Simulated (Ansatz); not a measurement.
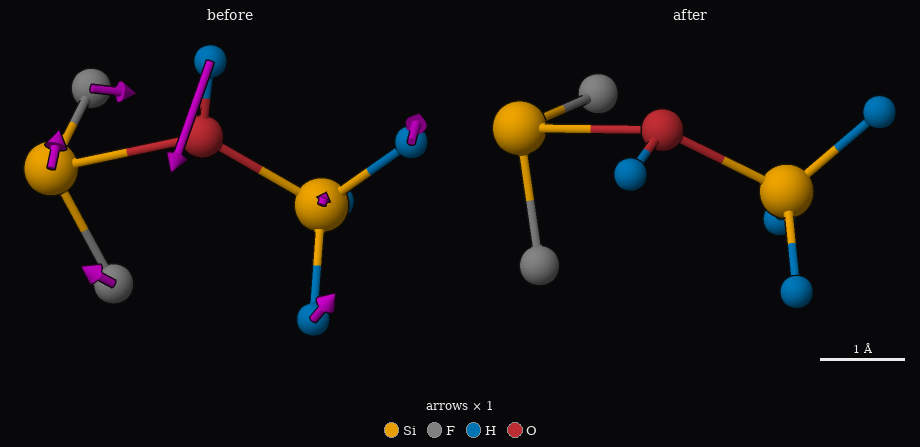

The structure of Si$_{2}$H$_{4}$OF$_{2}$ before (left) and after (right) a saddle-point search, at one scale. The purple arrows give the displacements, at their true length.

The picture is a ball-and-stick view, seen at a tilt.

The calculation used RKS PBE0-D4/def2-SVP (Ansatz 0.2.0).

The input:
```yaml
crystal:
  periodic: [false, false, false]
  atoms:
    - {symbol: Si, position_ang: [-1.470956, -1.548536, 0.206362]}
    - {symbol: F, position_ang: [0.011448, -1.822427, 0.847958]}
    - {symbol: F, position_ang: [-1.104188, -1.748138, -1.365472]}
    - {symbol: H, position_ang: [-1.350333, 1.013482, -0.449600]}
    - {symbol: O, position_ang: [-0.798819, 0.438675, 0.089179]}
    - {symbol: Si, position_ang: [0.862254, 0.814394, 0.156841]}
    - {symbol: H, position_ang: [0.934217, 2.236026, -0.264054]}
    - {symbol: H, position_ang: [1.296683, 0.656247, 1.556177]}
    - {symbol: H, position_ang: [1.619593, -0.039524, -0.777492]}
basis:
  gaussian: {orbitals: def2-SVP}
hamiltonian: {xc: pbe0, dispersion: d4}
saddle:
  max_steps: 30
  mode_guess:
    - [0.3050, 0.3808, -0.1129]
    - [-0.1671, -0.0574, 0.0914]
    - [-0.0337, 0.1068, 0.0550]
    - [-0.5724, -0.4224, 0.2568]
    - [0.2659, -0.0425, -0.1593]
    - [0.0628, 0.0094, -0.0590]
    - [0.0477, 0.0017, -0.0350]
    - [-0.0071, 0.0062, -0.0526]
    - [0.0988, 0.0175, 0.0156]
```

Run as
```bash
ansatz run in.yaml --threads 4 --pin off --events-out ev --progress --plain --max-ram 9574MiB
```

Q: Describe what moved and what it gained.

A: The relaxation stopped without meeting its thresholds, so the last structure isn't shown to be converged. The input was poor on purpose: start at a minimum. The atom that moves furthest after the best rigid fit is H4 (1.51 Å). Largest moves by element: H 1.51 Å, F 0.62 Å, Si 0.53 Å, O 0.09 Å. Among the contacts that change: O5–Si6 1.704 → 1.743 Å, Si1–F2 1.638 → 1.666 Å, Si1–F3 1.626 → 1.648 Å, Si6–H8 1.474 → 1.486 Å. Among the angles between lasting bonds that change: Si1–O5–H4 114.4° → 96.4°, H4–O5–Si6 116.7° → 109.2°, O5–Si6–H7 104.3° → 108.5°. The energy rises by 2.61 kcal/mol in 29 geometry steps. The largest force component goes from 0.97 to 0.23 eV/Å. Cost: 97 s on 4 threads of Arm Neoverse V2, on a shared host.
